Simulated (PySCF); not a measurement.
# La⁵⁺: atomic calculation

System: La⁵⁺, configuration 1s2 2s2 2p6 3s2 3p6 3d10 4s2 4p6 4d10 5s2 5p4, multiplicity 3.
Method: unrestricted TPSS, def2-TZVP with ECP46, scalar-relativistic core potential (PySCF).

### Outcome

- outcome: converged
- total energy (valence electrons, under a core potential): −26.006214 hartree
- ⟨S²⟩: 2.002
- ⟨L²⟩: 2.01
- SCF iterations: 5
- hardware: 1 thread of Arm Neoverse V1, 23 GiB of memory available, shared host

### What is odd here

This input holds a deliberate oddity: basis of the neutral atom used for a highly charged ion. The program ran to the end. Its numbers are those of this setting; this run alone doesn't show how far the oddity moves them.

### The input
```python
from pyscf import gto, scf, dft, mp, cc
import basis_set_exchange as bse
txt = bse.get_basis("def2-TZVP", elements=["La"], fmt="nwchem", header=False)
cut = txt.index("\nECP")
mol = gto.M(atom="La 0 0 0", charge=5, spin=2, symmetry="D2h",
            basis=gto.basis.parse(txt[:cut]),
            ecp={"La": gto.basis.parse_ecp(txt[cut:])})
mf = dft.UKS(mol, xc="TPSS")
mf.irrep_nelec = {'Ag': (1, 1), 'B1u': (1, 0), 'B2u': (1, 1), 'B3u': (1, 0)}
mf.kernel()
```

The script is an equivalent of what the driver set up; the driver started from orbitals of its own, so the log can be shorter than this script's would be, and it computed the properties (radii, ⟨L²⟩, response) afterwards. It held the occupations shell by shell, which the script's counts by irreducible representation don't always enforce.

Launched within a batch (the task file carries these settings):
```bash
OMP_NUM_THREADS=1 python <driver script> TASK.json OUT
```

### Log (extracts)
```
damping factor = 0
level_shift factor = 0
DIIS = <class 'pyscf.scf.diis.CDIIS'>
diis_start_cycle = 1
diis_space = 10
diis_damp = 0
SCF conv_tol = 1e-09
SCF conv_tol_grad = None
number electrons alpha = 4  beta = 2
XC functionals = TPSS
    J. Tao, J. P. Perdew, V. N. Staroverov, and G. E. Scuseria.,  Phys. Rev. Lett. 91, 146401 (2003)
    J. P. Perdew, J. Tao, V. N. Staroverov, and G. E. Scuseria.,  J. Chem. Phys. 120, 6898 (2004)
    J. Tao, J. P. Perdew, V. N. Staroverov, and G. E. Scuseria.,  Phys. Rev. Lett. 91, 146401 (2003)
    J. P. Perdew, J. Tao, V. N. Staroverov, and G. E. Scuseria.,  J. Chem. Phys. 120, 6898 (2004)
cycle= 1 E= -26.0061895405811  delta_E= -0.00443  |g|= 0.00715  |ddm|= 0.346
cycle= 2 E= -26.006213726061  delta_E= -2.42e-05  |g|= 0.000593  |ddm|= 0.0186
cycle= 3 E= -26.0062139260587  delta_E= -2e-07  |g|= 4.63e-05  |ddm|= 0.00146
cycle= 4 E= -26.0062139271731  delta_E= -1.11e-09  |g|= 7.36e-07  |ddm|= 0.00017
cycle= 5 E= -26.0062139271733  delta_E= -2.13e-13  |g|= 3.05e-08  |ddm|= 2.44e-06
converged SCF energy = -26.0062139271733  <S^2> = 2.0024507  2S+1 = 3.0016333
```

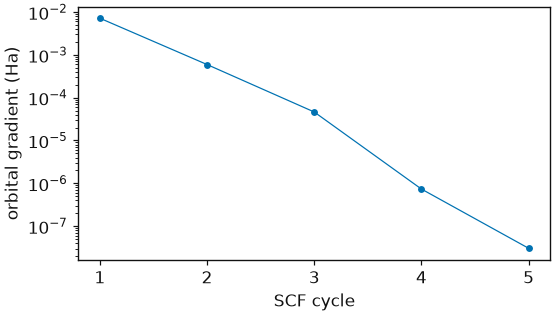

Fig. 1: Convergence: orbital gradient against the SCF cycle. The residual falls at every step. It goes from 0.0072 to 3.1×10⁻⁸ in 5 steps.

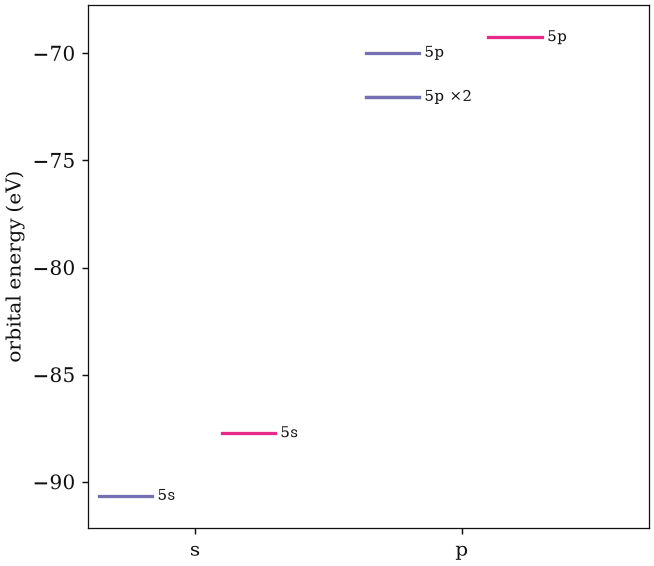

Fig. 2: Orbital energies of the mean field, from the top down to −90.7 eV, by angular momentum, α spin at the left of each column and β at the right; ×n counts the orbitals under one label. The highest filled orbital is 5p β at −69.3 eV, the lowest empty one p β at −67.7 eV.

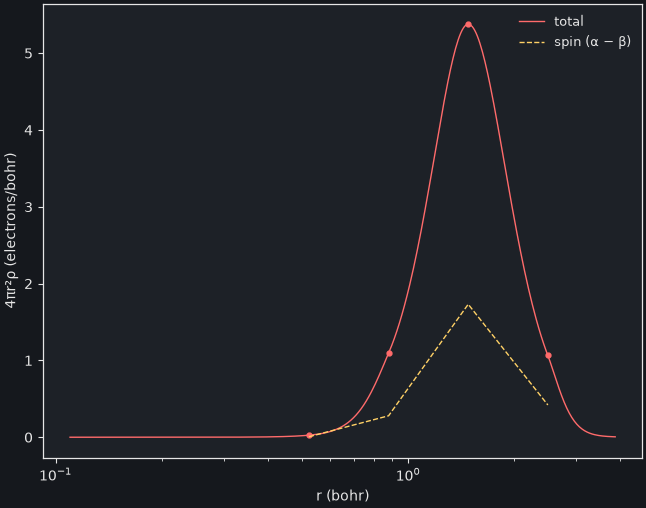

Fig. 3: Spherically averaged radial density 4πr²ρ of the mean field (valence electrons alone, under a core potential) and its spin part; markers are the stored points, which are sparse, and the line is a monotone interpolation between them. The largest stored value is 5.38 electrons/bohr at r = 1.5 bohr. Root-mean-square radii of the shells: 5s 1.60, 5p 1.80 bohr.
